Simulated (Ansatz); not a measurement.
H₆Si₂···HBr

Input file:

```
crystal:
  periodic: [false, false, false]
  atoms:
    - {symbol: Si, position_ang: [-0.998949, 0.906980, -0.026891]}
    - {symbol: Br, position_ang: [-0.131426, -3.360522, 0.198560]}
    - {symbol: H, position_ang: [-1.427711, 1.602781, -1.268902]}
    - {symbol: H, position_ang: [-1.365892, 1.741711, 1.147487]}
    - {symbol: H, position_ang: [-1.774957, -0.365333, 0.066089]}
    - {symbol: H, position_ang: [-1.002448, -2.234278, 0.155328]}
    - {symbol: Si, position_ang: [1.302964, 0.485955, -0.061766]}
    - {symbol: H, position_ang: [1.717818, -0.210172, 1.183486]}
    - {symbol: H, position_ang: [1.655698, -0.350507, -1.237898]}
    - {symbol: H, position_ang: [2.024901, 1.783484, -0.155492]}
basis:
  gaussian: {orbitals: def2-TZVPP}
hamiltonian: {xc: pbe0, dispersion: d4}
output: {orbitals: {seedname: orbitals}}
```

Launched as:

```sh
ansatz run in.yaml --threads 4 --pin off --events-out ev --progress --plain --max-ram 9574MiB
```

The product side of a reaction path; geometry: PBE0-D4/def2-TZVP; a saddle point, not a minimum.

These are results of Ansatz 0.2.0, RKS PBE0-D4/def2-TZVPP, not measurements.

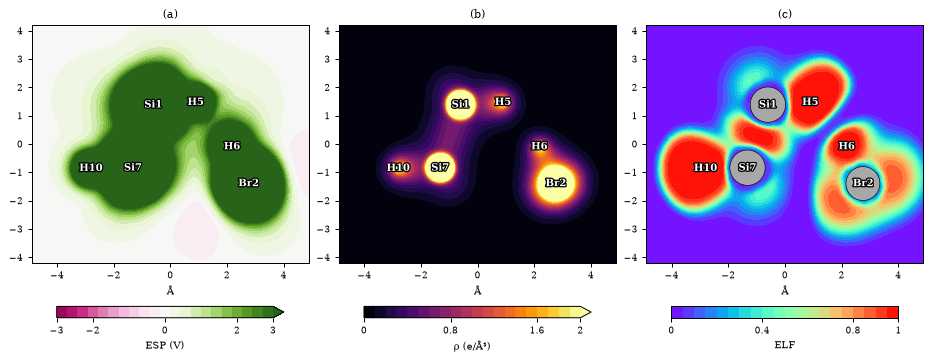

Figure 1. (a) molecular electrostatic potential; (b) total electron density; (c) electron localisation function on the plane of atoms Si1, Si7 and H10. Grey discs cover the atomic cores in the ELF map.

### Describe what can be read from this map.

- The section cuts through Si, Br and H sites.
- H5···H6 (2.02 Å): the density falls to about 0.08 e/Å³ on the way; the ELF dips to about 0.05 between them.
- Si–Si (2.34 Å): ρ is about 0.64 e/Å³ halfway; the ELF peaks at about 1 between the atoms; a covalent bond.
- Br–H (1.42 Å): the density is about 1.6 e/Å³ at the midpoint; the ELF climbs to about 1 towards the hydrogen, as it does in any bond to H.
- Si–H (1.49 Å): ρ at the midpoint is about 0.78 e/Å³; the ELF climbs to about 1 towards the hydrogen.
- The ELF also peaks beside Br2, away from the bonds: lone-pair regions.
- Outside the dense part of the complex the potential is most negative (−0.4 V) near Br2.

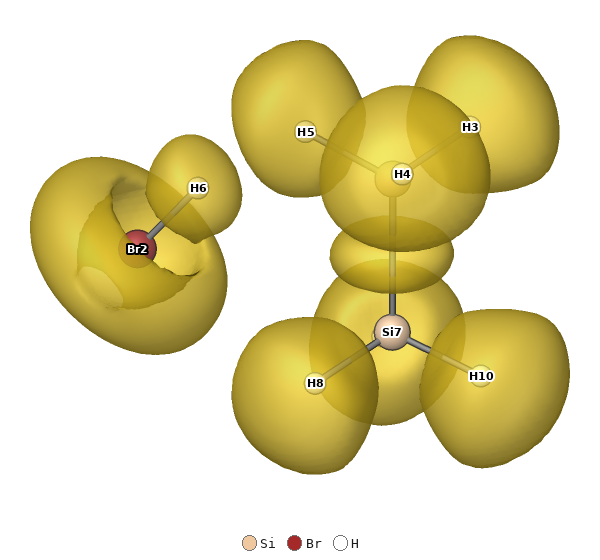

Figure 2. Isosurface of the electron localisation function at 0.75 (yellow), seen at a tilt. Core shells and regions of very low density are left out.

### Identify the bonds, lone pairs and shells in this picture.

At this value the surface marks out one region between bonded Si–Si atoms (shared pairs), seven regions around hydrogen nuclei and one ring or bowl of non-bonding electrons around Br.

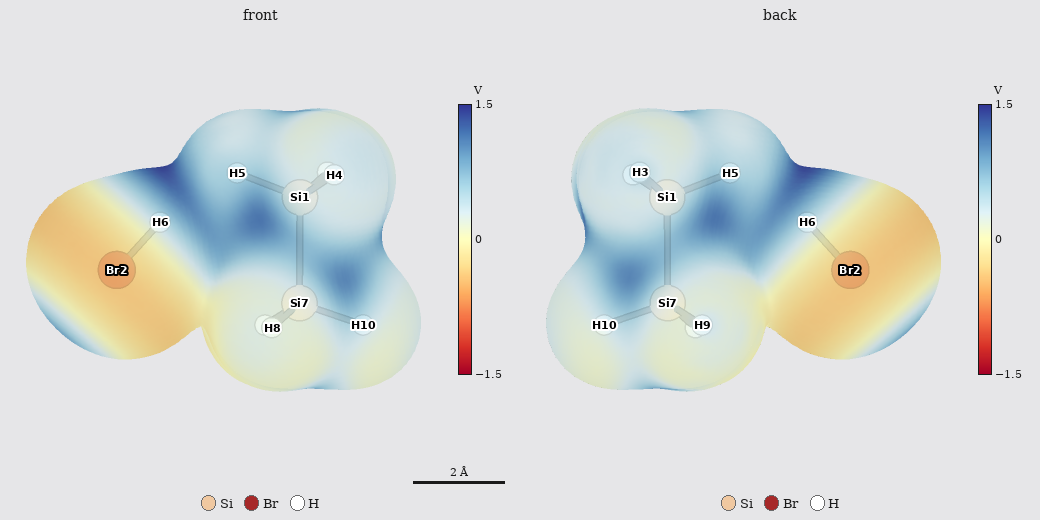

Figure 3. The molecular electrostatic potential painted on the density surface at 0.002 e/bohr³, seen from the front and from behind; red is negative and blue positive.

### Describe the electrostatic potential map.

The most negative region (about −0.4 V) lies over Br2, the most positive (about +1.4 V) over H6. Br2 shows a σ-hole: about +0.9 V at the tip opposite its bond, against about −0.4 V on its flanks.

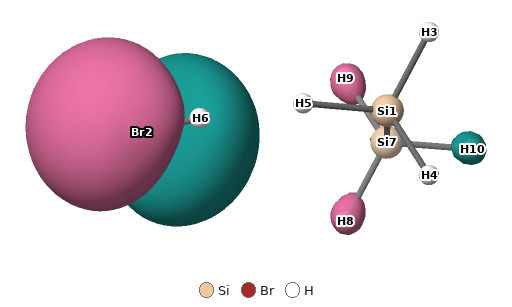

Figure 4. The HOMO−1 at ±0.08 Å⁻³ᐟ² (teal and pink are the two phases), seen from one side.

### What is the character of this orbital?

It lies mainly on Br2 (about 90 %); largely a lone pair of Br2. Its energy is −8.70 eV.
